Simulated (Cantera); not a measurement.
Input: 1 mol H2S, 1.4 mol O2, 0.78 mol N2, held at 852 °C.

Cantera equilibrium calculation (NASA polynomials, part measured and part estimated; ideal gas, pure solids and liquids). Candidate condensed phases: H2O, H2SO4, S; 35 gas species. The ideal-gas law is rough above about 30 bar. Gases not in the tables: S3 to S7. Equilibrium is a limit: real reactors are often held back by kinetics, nucleation or transport.

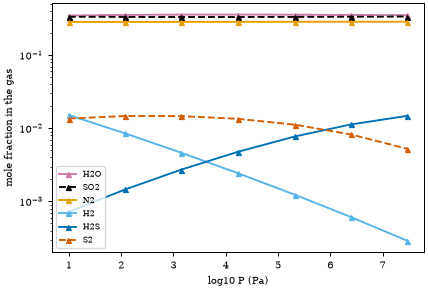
*Equilibrium gas composition (values under 1e-9 drawn at 1e-9)*

Question: Read off the mole fractions at 0.900 Torr.

Answer: H2O about 0.36, SO2 about 0.33, N2 about 0.29, S2 about 0.015, H2 about 0.0085, H2S about 0.0015.
